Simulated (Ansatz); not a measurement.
## Electronic structure of MgHg2O3 in real space

```
CELL_PARAMETERS angstrom
5.54557 0.00000 0.00000
0.00000 9.08954 0.00000
0.00000 0.00000 3.74675
ATOMIC_POSITIONS crystal
Mg 0.00000 0.50000 0.00000
Mg 0.50000 0.00000 0.00000
Hg 0.25000 0.25000 0.50000
Hg 0.75000 0.75000 0.50000
Hg 0.25000 0.75000 0.50000
Hg 0.75000 0.25000 0.50000
O 0.00000 0.70201 0.00000
O 0.50000 0.20201 0.00000
O 0.00000 0.29799 0.00000
O 0.50000 0.79799 0.00000
O 0.00000 0.00000 0.50000
O 0.50000 0.50000 0.50000
```

Space group Cmmm; a structure from a database of computed crystals, not necessarily the ambient phase; started from the CeAl2Cu3-65 prototype, which need not be the ambient phase.

The calculation used DFT, r2SCAN+rVV10, plane waves, PAW (Ansatz 0.2.0).

In a PAW calculation such maps are meaningful between the atoms, not at the nuclei.

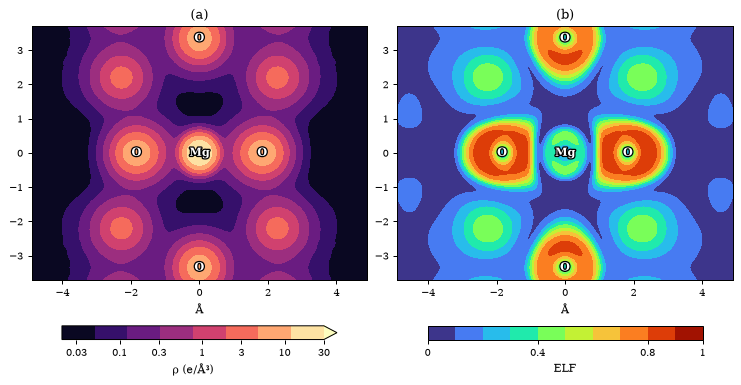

Figure 1. (a) valence pseudo-density; (b) ELF on the (101) plane of the conventional cell.

### What do the fields say about this system?

- The plane passes through Mg and O nuclei.
- Atoms just off the plane (Hg, 0.8 Å away) can leave unmarked features too.
- Mg–O (1.84 Å): ρ at the midpoint is about 0.64 e/Å³; the ELF peaks at about 0.85 in the valence shell of O, 0.6 Å from its nucleus, and is about 0.40 at the midpoint; an ionic contact with no shared pair.
- Between the atoms the lowest density in this plane is 0.02 e/Å³.

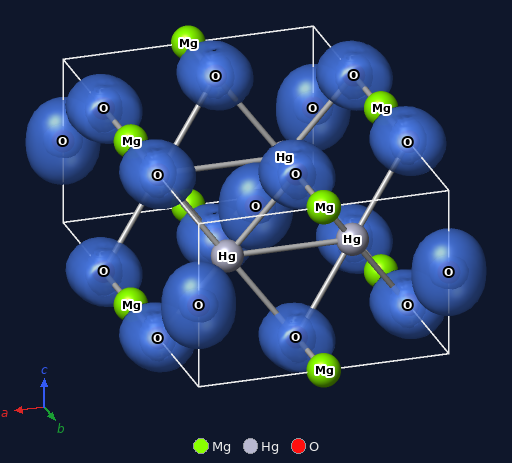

Figure 2. Isosurface of the ELF at 0.75 (blue), seen at an oblique angle. Only the valence region is drawn (cores and ρ < 0.01 e/Å³ removed). Sticks mark near contacts.

### Describe the localisation domains.

The surface consists of six regions wrapped around O (the valence shell of each), counted in one cell of 12 atoms. Any copies at cell faces, edges or corners count once. Profiles from the grid: Hg–O (2.37 Å): the ELF is about 0.15 at the midpoint; no localised pair shows between them.
